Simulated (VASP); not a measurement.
# A VASP study of Sn (r2SCAN): structure first, properties next, part 2 of 4

What structure and properties does r2SCAN give Sn, and how near are they to the measured ones? The start is a cell from a database of measured crystal structures.

VASP 6.6.1; r2SCAN; plane waves and PAW (Sn_d).

So far. Step 2 (Full relaxation (r2SCAN)): It ends with forces that vanish by symmetry and a pressure of -0.04 GPa. The volume lies +1.7 % from that of the database's start. Step 3 (Second relaxation): It ends with forces that vanish by symmetry and a pressure of -0.01 GPa. The volume moved by only 0.03 %, so the volume is settled.

The database entry behind the starting cell differs from later determinations by our own check (about 0.15 % long, nanocrystals), so it need not match the best structure at ambient conditions.

**4. Density, ELF and potential (r2SCAN)**

A single point on the relaxed cell gives a clean self-consistent state, with density, ELF and potential written out.

INCAR reads:

```
SYSTEM = Sn
PREC = Accurate
ENCUT = 400
EDIFF = 1E-06
NELM = 100
ISMEAR = 1
SIGMA = 0.2
LREAL = .FALSE.
ALGO = Normal
METAGGA = R2SCAN
LASPH = .TRUE.
NBANDS = 20
LORBIT = 11
LWAVE = .FALSE.
LCHARG = .TRUE.
ISIF = 2
LELF = .TRUE.
LVHAR = .TRUE.
```

POSCAR reads:

```
Sn
1.0
   -2.9045720571      2.9045720571      1.6384020222
    2.9045720571     -2.9045720571      1.6384020222
    2.9045720571      2.9045720571     -1.6384020222
Sn
2
Direct
    0.0000000000      0.0000000000      0.0000000000
    0.7500000000      0.2500000000      0.5000000000
```

KPOINTS reads:

```
Automatic mesh
0
Gamma
8 8 8
0 0 0
```

PAW data sets: Sn_d (PBE family, release 64).

Started as:

```
$ mpirun -np 2 vasp_std
```

Output:

```text
[banner, memory and clock lines left out]
running    2 mpi-ranks, on    1 nodes
 distrk:  each k-point on    2 cores,    1 groups
 distr:  one band on    1 cores,    2 groups

 POSCAR found type information on POSCAR Sn
 POSCAR found :  1 types and       2 ions
 [... a notice as in an earlier step ...]

 LDA part: xc-table for (None), standard interpolation
 POSCAR, INCAR and KPOINTS ok, starting setup
 FFT: planning ... GRIDC
 FFT: planning ... GRID_SOFT
 FFT: planning ... GRID
 WAVECAR not read
 entering main loop
       N       E                     dE             d eps       ncg     rms          rms(c)
DAV:   1     0.159613826927E+03    0.15961E+03   -0.13082E+04  2388   0.192E+03
DAV:   2    -0.328353228963E+02   -0.19245E+03   -0.18929E+03  2388   0.414E+02
DAV:   3    -0.527652739116E+02   -0.19930E+02   -0.19788E+02  2676   0.133E+02
DAV:   4    -0.533819829471E+02   -0.61671E+00   -0.61616E+00  2708   0.264E+01
DAV:   5    -0.534093276672E+02   -0.27345E-01   -0.27344E-01  3312   0.497E+00    0.383E+00
DAV:   6    -0.492198567324E+02    0.41895E+01   -0.11515E+00  2748   0.175E+01    0.190E+00
DAV:   7    -0.492288909217E+02   -0.90342E-02   -0.19342E-02  2792   0.154E+00    0.947E-01
DAV:   8    -0.492344744361E+02   -0.55835E-02   -0.94202E-03  2988   0.818E-01    0.739E-02
DAV:   9    -0.492343812006E+02    0.93236E-04   -0.15978E-03  3164   0.642E-01    0.440E-02
DAV:  10    -0.492343935725E+02   -0.12372E-04   -0.59735E-05  2988   0.900E-02    0.189E-02
DAV:  11    -0.492343896359E+02    0.39365E-05   -0.61089E-05  3192   0.115E-01    0.285E-03
DAV:  12    -0.492343908452E+02   -0.12093E-05   -0.21419E-06  2248   0.169E-02    0.399E-03
DAV:  13    -0.492343885472E+02    0.22980E-05   -0.25098E-06  1712   0.255E-02    0.692E-04
DAV:  14    -0.492343885166E+02    0.30607E-07   -0.22739E-07  1440   0.435E-03
   1 F= -.49234389E+02 E0= -.49235092E+02  d E =0.211015E-02
```

It took 52 s on 2 MPI ranks of Intel Xeon 6975P-C (Granite Rapids), shared host; peak memory 0.29 GiB; 1.7 min of CPU time.

From OUTCAR (step 4):

```text
  LATTYP: Found a body centered tetragonal cell.
 ALAT       =     5.8091441142
 C/A-ratio  =     0.5640769070

 Found     59 irreducible k-points:

   NELECT =      28.0000    total number of electrons

 E-fermi :   7.6478

 k-point     1 :       0.0000    0.0000    0.0000
  band No.  band energies     occupation
    ...
     10     -14.1256      2.00000
     11      -3.8391      2.00000
     12       4.3448      2.00000
     13       5.7053      2.00000
     14       5.7054      2.00000
     15      11.1912     -0.00000
     16      14.2583      0.00000
     17      14.3258      0.00000
     18      14.4102      0.00000
     19      14.4103      0.00000
    ...

 k-point     2 :       0.1250    0.0000    0.0000
  band No.  band energies     occupation
    ...
     10     -14.1363      2.00000
     11      -3.5285      2.00000
     12       3.8631      2.00000
     13       5.7173      2.00000
     14       6.7512      2.00000
     15      11.7052      0.00000
     16      11.8593      0.00000
     17      12.3222      0.00000
     18      13.6617      0.00000
     19      14.0970      0.00000
    ...

  Total       -0.0044575     -0.0044575      0.0102304      0.0000000     -0.0000000      0.0000000
  in kB       -0.1291684     -0.1291684      0.2964547      0.0000000     -0.0000000      0.0000000
  external PRESSURE =       0.0127060 kB  Pullay stress =       0.0000000 kB

 POSITION                                       TOTAL-FORCE (eV/Angst)
 -----------------------------------------------------------------------------------
      0.00000      0.00000      0.00000        -0.000000      0.000000     -0.000000
      0.00000      2.90457      0.81920         0.000000     -0.000000      0.000000
 -----------------------------------------------------------------------------------
    total drift:                                0.000000      0.000000      0.000000

  FREE ENERGIE OF THE ION-ELECTRON SYSTEM (eV)
  ---------------------------------------------------
  free  energy   TOTEN  =       -49.2343885166 eV

  energy  without entropy=      -49.2364986637  energy(sigma->0) =      -49.23509190

[... 8 parts as in an earlier step ...]

[... 6 further parts left out ...]
```

Numbers from this step:

| Quantity | Value |
| --- | --- |
| SCF cycles | 14 |
| pressure | 0.001271 GPa |

Valence electrons inside each PAW sphere by angular momentum. Sphere charges, by row:

```csv
atom,s (e),p (e),d (e),tot (e)
Sn1,1.198,1.066,9.969,12.23
Sn2,1.198,1.066,9.969,12.23
```

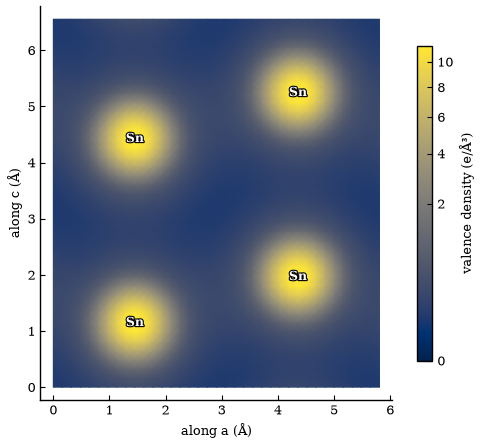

Valence density in the ac plane of the conventional cell at fractional y = 0.000, with atoms of Sn within 0.2 Å of it. It is the smooth field of the valence electrons, not physical close to the nuclei. The map starts off the cell's origin, so that atoms lie inside it. The colour scale is stretched toward low values.

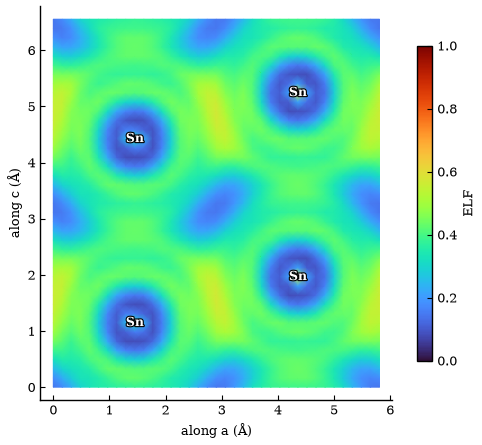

ELF in the ac plane of the conventional cell at fractional y = 0.000, with atoms of Sn within 0.2 Å of it. It is the smooth field of the valence electrons, not physical close to the nuclei. The map starts off the cell's origin, so that atoms lie inside it.

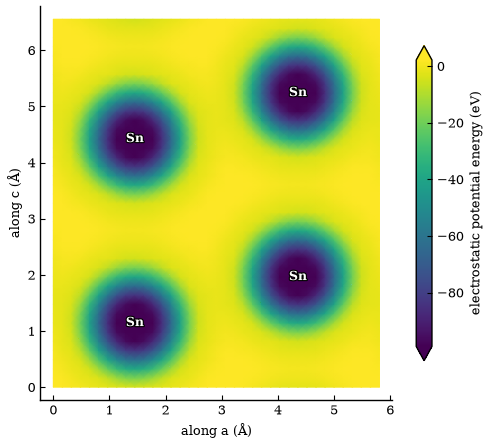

Electrostatic potential energy in the ac plane of the conventional cell at fractional y = 0.000, with atoms of Sn within 0.2 Å of it. With pseudopotentials it is smooth inside the atoms' cores, unlike the true potential. The map starts off the cell's origin, so that atoms lie inside it.

In this run the pressure is 0.00 GPa, small enough to go on.

**5. Band structure (r2SCAN)**

The mesh alone shows little of the dispersion and can miss band extrema, so KPOINTS_OPT adds a path through the symmetry points after the self-consistent cycle.

INCAR reads:

```
SYSTEM = Sn
PREC = Accurate
ENCUT = 400
EDIFF = 1E-06
NELM = 100
ISMEAR = 1
SIGMA = 0.2
LREAL = .FALSE.
ALGO = Normal
METAGGA = R2SCAN
LASPH = .TRUE.
NBANDS = 26
LORBIT = 11
LWAVE = .FALSE.
LCHARG = .FALSE.
KPAR = 2
```

POSCAR is that of step 4.

KPOINTS is that of step 4.

KPOINTS_OPT reads:

```
Line mode
16
Line-mode
Reciprocal
  0.00000000   0.00000000   0.00000000 GAMMA
  0.00000000   0.00000000   0.50000000 X

  0.00000000   0.00000000   0.50000000 X
 -0.50000000   0.50000000   0.50000000 M

 -0.50000000   0.50000000   0.50000000 M
  0.00000000   0.00000000   0.00000000 GAMMA

  0.00000000   0.00000000   0.00000000 GAMMA
  0.32954569   0.32954569  -0.32954569 Z

  0.32954569   0.32954569  -0.32954569 Z
  0.25000000   0.25000000   0.25000000 P

  0.25000000   0.25000000   0.25000000 P
  0.00000000   0.50000000   0.00000000 N

  0.00000000   0.50000000   0.00000000 N
 -0.32954569   0.67045431   0.32954569 Z1

 -0.32954569   0.67045431   0.32954569 Z1
 -0.50000000   0.50000000   0.50000000 M

  0.00000000   0.00000000   0.50000000 X
  0.25000000   0.25000000   0.25000000 P
```

Started as:

```
$ mpirun -np 2 vasp_std
```

Output:

```text
[... set-up lines as in an earlier step ...]
 entering main loop
       N       E                     dE             d eps       ncg     rms          rms(c)
DAV:   1     0.176606828303E+03    0.17661E+03   -0.11819E+04  3250   0.148E+03
DAV:   2    -0.271142575112E+02   -0.20372E+03   -0.19697E+03  3140   0.373E+02
DAV:   3    -0.525647315439E+02   -0.25450E+02   -0.25248E+02  3518   0.114E+02
DAV:   4    -0.533795707064E+02   -0.81484E+00   -0.81417E+00  3594   0.228E+01
DAV:   5    -0.534095222960E+02   -0.29952E-01   -0.29950E-01  4506   0.404E+00    0.382E+00
DAV:   6    -0.492194889109E+02    0.41900E+01   -0.10244E+00  3684   0.134E+01    0.193E+00
DAV:   7    -0.492289565981E+02   -0.94677E-02   -0.20055E-02  3852   0.125E+00    0.937E-01
DAV:   8    -0.492344057793E+02   -0.54492E-02   -0.77923E-03  4088   0.588E-01    0.769E-02
DAV:   9    -0.492343833916E+02    0.22388E-04   -0.11447E-03  4258   0.449E-01    0.525E-02
DAV:  10    -0.492343927856E+02   -0.93939E-05   -0.68270E-05  4324   0.834E-02    0.202E-02
DAV:  11    -0.492343887674E+02    0.40181E-05   -0.39347E-05  4246   0.780E-02    0.194E-03
DAV:  12    -0.492343904474E+02   -0.16799E-05   -0.29941E-06  3356   0.179E-02    0.379E-03
DAV:  13    -0.492343886640E+02    0.17833E-05   -0.13227E-06  1764   0.156E-02    0.401E-04
DAV:  14    -0.492343885968E+02    0.67294E-07   -0.20144E-07  1698   0.328E-03
   1 F= -.49234389E+02 E0= -.49235092E+02  d E =0.211005E-02
 Start KPOINTS_OPT (optional k-point list driver)
k-point batch [1-59\144]
       N       E                     dE             ncg
DAV:   1    -0.189218722393E+04   -0.27390E+05     3312
DAV:   2    -0.140772297962E+05   -0.12185E+05     3102
DAV:   3    -0.156259261271E+05   -0.15487E+04     3516
DAV:   4    -0.156748251219E+05   -0.48899E+02     3756
DAV:   5    -0.156766613557E+05   -0.18362E+01     4642
DAV:   6    -0.156766955983E+05   -0.34243E-01     3844
DAV:   7    -0.156766969268E+05   -0.13284E-02     4570
DAV:   8    -0.156766969350E+05   -0.82576E-05     3042
DAV:   9    -0.156766969357E+05   -0.65942E-06     2662
[...]
k-point batch [119-144\144]
       N       E                     dE             ncg
DAV:   1     0.297992401528E+05   -0.19989E+05     1476
DAV:   2     0.243661073851E+05   -0.54331E+04     1368
DAV:   3     0.236646764716E+05   -0.70143E+03     1602
DAV:   4     0.236427139403E+05   -0.21963E+02     1574
DAV:   5     0.236418972143E+05   -0.81673E+00     1948
DAV:   6     0.236418855973E+05   -0.11617E-01     1656
DAV:   7     0.236418850671E+05   -0.53016E-03     1970
DAV:   8     0.236418850634E+05   -0.37272E-05     1298
DAV:   9     0.236418850631E+05   -0.28920E-06     1054
```

Wall time 2.5 min (2 MPI ranks); peak memory 0.39 GiB; 5 min of CPU time.

Parts of OUTCAR (step 5):

```text
   k-points           NKPTS =     59   k-points in BZ     NKDIM =     59   number of bands    NBANDS=     26

   NELECT =      28.0000    total number of electrons

 E-fermi :   7.6478

 k-point     2 :       0.1250    0.0000    0.0000
  band No.  band energies     occupation
    ...
     10     -14.1362      2.00000
     11      -3.5285      2.00000
     12       3.8631      2.00000
     13       5.7174      2.00000
     14       6.7512      2.00000
     15      11.7052      0.00000
     16      11.8593      0.00000
     17      12.3222      0.00000
     18      13.6617      0.00000
     19      14.0970      0.00000
    ...

  Total       -0.0068248     -0.0068248      0.0078252      0.0000000      0.0000000      0.0000000
  in kB       -0.1977675     -0.1977675      0.2267572      0.0000000      0.0000000      0.0000000
  external PRESSURE =      -0.0562592 kB  Pullay stress =       0.0000000 kB

 POSITION                                       TOTAL-FORCE (eV/Angst)
 -----------------------------------------------------------------------------------
      0.00000      0.00000      0.00000        -0.000000      0.000000      0.000000
      0.00000      2.90457      0.81920         0.000000     -0.000000     -0.000000
 -----------------------------------------------------------------------------------
    total drift:                                0.000000      0.000000      0.000000

  FREE ENERGIE OF THE ION-ELECTRON SYSTEM (eV)
  ---------------------------------------------------
  free  energy   TOTEN  =       -49.2343885968 eV

  energy  without entropy=      -49.2364986515  energy(sigma->0) =      -49.23509195

[... 12 parts as in an earlier step ...]

[... 4 further parts left out ...]
```

Spin-orbit coupling is off here; with elements this heavy it splits and shifts levels by tenths of an eV or more.

This step gave:

| Item | Value |
| --- | --- |
| bands | 26 |
| pressure | -0.005626 GPa |

Electronic bands along the path, in eV, zero at the Fermi level; # counts the bands kept:

```csv
point,#1,#2,#3,#4,#5,#6,#7,#8
Γ,-11.49,-3.30,-1.94,-1.94,3.54,6.61,6.68,6.76
X,-9.10,-9.10,0.75,0.75,2.10,2.10,5.83,5.83
M,-7.63,-7.63,-4.87,-4.87,4.68,4.68,10.26,10.26
Γ,-11.49,-3.30,-1.94,-1.94,3.54,6.61,6.68,6.76
Z,-6.84,-5.75,-3.15,-3.15,-3.00,3.54,6.00,6.00
P,-6.34,-6.34,-3.61,-3.61,3.78,3.78,4.27,4.27
N,-7.35,-5.65,-2.24,-1.66,-1.36,2.52,3.06,5.02
Z1,-6.84,-5.75,-3.15,-3.15,-3.00,3.54,6.00,6.00
M,-7.63,-7.63,-4.87,-4.87,4.68,4.68,10.26,10.26
jump to X,-9.10,-9.10,0.75,0.75,2.10,2.10,5.83,5.83
P,-6.34,-6.34,-3.61,-3.61,3.78,3.78,4.27,4.27
```

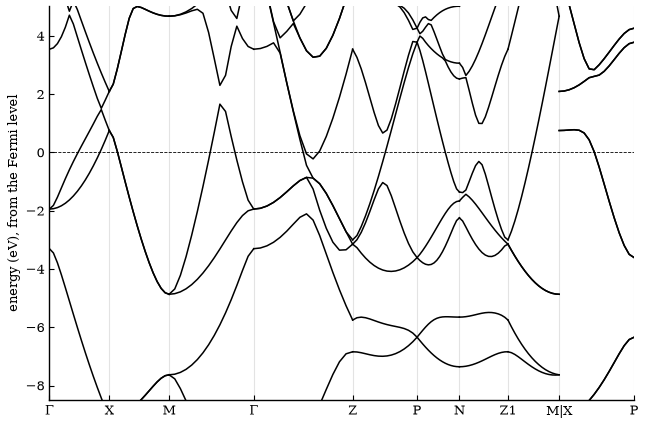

Electronic bands along the path.

There is no gap at this level.

**6. Total and projected DOS (r2SCAN)**

Here the states are counted by energy and projected on the atoms. The mesh is finer than in the run before.

Edit INCAR of step 5 so:

```diff
@@ -5,3 +5,3 @@
 NELM = 100
-ISMEAR = 1
+ISMEAR = -5
 SIGMA = 0.2
@@ -16 +16,2 @@
 KPAR = 2
+NEDOS = 2001
```

POSCAR is that of step 5.

KPOINTS reads:

```
Automatic mesh
0
Gamma
12 12 12
0 0 0
```

Started as:

```
$ mpirun -np 2 vasp_std
```

Output:

```text
[... set-up lines as in an earlier step ...]
 entering main loop
       N       E                     dE             d eps       ncg     rms          rms(c)
DAV:   1     0.177173282734E+03    0.17717E+03   -0.11833E+04  8986   0.147E+03
DAV:   2    -0.271639462148E+02   -0.20434E+03   -0.19757E+03  8704   0.374E+02
DAV:   3    -0.525749407083E+02   -0.25411E+02   -0.25246E+02  9720   0.115E+02
DAV:   4    -0.533806825310E+02   -0.80574E+00   -0.80521E+00  9986   0.228E+01
DAV:   5    -0.534108998057E+02   -0.30217E-01   -0.30213E-01 12626   0.403E+00    0.382E+00
DAV:   6    -0.492197309659E+02    0.41912E+01   -0.10264E+00 10322   0.135E+01    0.194E+00
DAV:   7    -0.492290472153E+02   -0.93162E-02   -0.19875E-02 10578   0.126E+00    0.939E-01
DAV:   8    -0.492345426236E+02   -0.54954E-02   -0.80406E-03 11112   0.598E-01    0.783E-02
DAV:   9    -0.492344878436E+02    0.54780E-04   -0.12045E-03 11864   0.460E-01    0.519E-02
DAV:  10    -0.492344834617E+02    0.43820E-05   -0.69475E-05 11752   0.823E-02    0.201E-02
DAV:  11    -0.492344761945E+02    0.72672E-05   -0.40404E-05 11718   0.784E-02    0.180E-03
DAV:  12    -0.492344770231E+02   -0.82864E-06   -0.28421E-06  9244   0.170E-02
   1 F= -.49234477E+02 E0= -.49234477E+02  d E =0.000000E+00
 -----------------------------------------------------------------------------
|                                                                             |
|           W    W    AA    RRRRR   N    N  II  N    N   GGGG   !!!           |
|           W    W   A  A   R    R  NN   N  II  NN   N  G    G  !!!           |
|           W    W  A    A  R    R  N N  N  II  N N  N  G       !!!           |
|           W WW W  AAAAAA  RRRRR   N  N N  II  N  N N  G  GGG   !            |
|           WW  WW  A    A  R   R   N   NN  II  N   NN  G    G                |
|           W    W  A    A  R    R  N    N  II  N    N   GGGG   !!!           |
|                                                                             |
|     Tetrahedron method does not include variations of the Fermi             |
|     occupations, so forces and stress will be inaccurate. We suggest        |
|     using a different smearing scheme ISMEAR = 1 or 2 for metals in         |
|     relaxations.                                                            |
|                                                                             |
 -----------------------------------------------------------------------------
```

Run time: 2.7 min. Hardware: 2 MPI ranks; peak memory 0.47 GiB; 5.3 min of CPU time.

OUTCAR, selected parts (step 6):

```text
   k-points           NKPTS =    163   k-points in BZ     NKDIM =    163   number of bands    NBANDS=     26

   NELECT =      28.0000    total number of electrons

 E-fermi :   7.6957

 k-point     1 :       0.0000    0.0000    0.0000
  band No.  band energies     occupation
    ...
     10     -14.1205      2.00000
     11      -3.8382      2.00000
     12       4.3425      2.00000
     13       5.7088      2.00000
     14       5.7089      2.00000
     15      11.1911      0.00000
     16      14.2579      0.00000
     17      14.3232      0.00000
     18      14.4115      0.00000
     19      14.4116      0.00000
    ...

  Total        0.1560292      0.1560292     -0.5051750      0.0000000      0.0000000      0.0000000
  in kB        4.5213878      4.5213878    -14.6388747      0.0000000      0.0000000      0.0000000
  external PRESSURE =      -1.8653664 kB  Pullay stress =       0.0000000 kB

  FREE ENERGIE OF THE ION-ELECTRON SYSTEM (eV)
  ---------------------------------------------------
  free  energy   TOTEN  =       -49.2344770231 eV

  energy  without entropy=      -49.2344770231  energy(sigma->0) =      -49.23447702

[... 8 parts as in an earlier step ...]

[... 9 further parts left out ...]
```

With tetrahedra the forces and stress of a metal are not exact derivatives of the energy.

This step gave:

- SCF cycles: 12
- irreducible k-points: 163
- Fermi energy: 7.696 eV
- pressure: -0.1865 GPa
- DOS at the Fermi level: 0.8739 states/eV/cell

The density of states has structure finer than the step of the table below, so its rows give means over 1 eV, whole bins alone (the curve runs from -12.0 to 7.92 eV). Peaks (eV: height): total -7.5: 1.17, -1.5: 1.51, 2.6: 1.21, 4.5: 1.72; Sn p -1.5: 0.724, 2.6: 0.504, 4.6: 0.723; Sn s -7.5: 0.673, -5.6: 0.378; Sn d 4.4: 0.145.

States under -12.0 eV and over 7.9 eV are left out. The density of states by energy, zero at the Fermi level; means over each step; values in states/eV/cell:

```csv
energy (eV),total,Sn p,Sn s,Sn d
-11,0.223,0.00506,0.120,6.9e-5
-10,0.418,0.0206,0.219,0.00115
-9,0.569,0.0391,0.296,0.00359
-8,0.819,0.0576,0.448,0.00978
-7,0.773,0.0592,0.436,0.0112
-6,0.590,0.0736,0.309,0.00753
-5,0.410,0.0693,0.197,0.00483
-4,0.595,0.204,0.112,0.00819
-3,0.920,0.370,0.0926,0.0181
-2,1.14,0.526,0.0587,0.0279
-1,1.09,0.512,0.0607,0.0355
0,0.882,0.387,0.0817,0.0399
1,0.919,0.379,0.110,0.0492
2,0.947,0.391,0.106,0.0566
3,1.08,0.425,0.0906,0.0811
4,1.40,0.537,0.0656,0.131
5,1.49,0.646,0.0600,0.123
6,1.20,0.541,0.0314,0.0975
7,0.926,0.303,0.0166,0.137
```

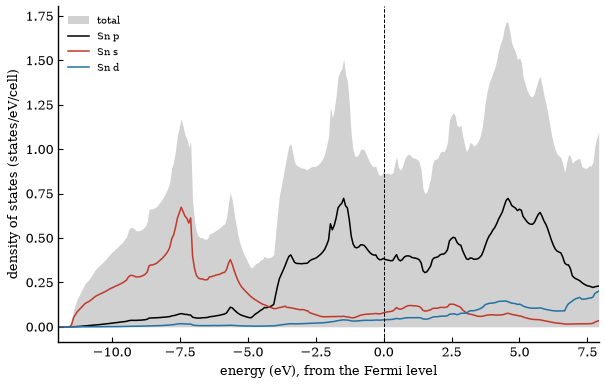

Density of states against energy.

The finer mesh and the other smearing move the Fermi level by +0.05 eV from the 8×8×8 run, a small shift, which tests the Fermi level alone. Of the states within 0.3 eV of the Fermi level, the largest shares in the PAW spheres are Sn p 44 % and Sn s 9 %. The rest lies in smaller channels or between the spheres.

(Part 2 of 4 ends here.)

[Lines on the potential files, build, host, timing and source positions are cut from VASP's logs without a mark.]

[Logs are printed without paths, hosts, clocks, repeated set-up lines and the standing remarks that a program may print on its own settings, such as how far it seeks lower states.]

[Hosts, paths, dates, database ids (printed as entryN), source tags and the programs' standing remarks are cut or masked in the printed files.]

[A measured line is paired with the nearest computed mode of its activity, which favours agreement.]
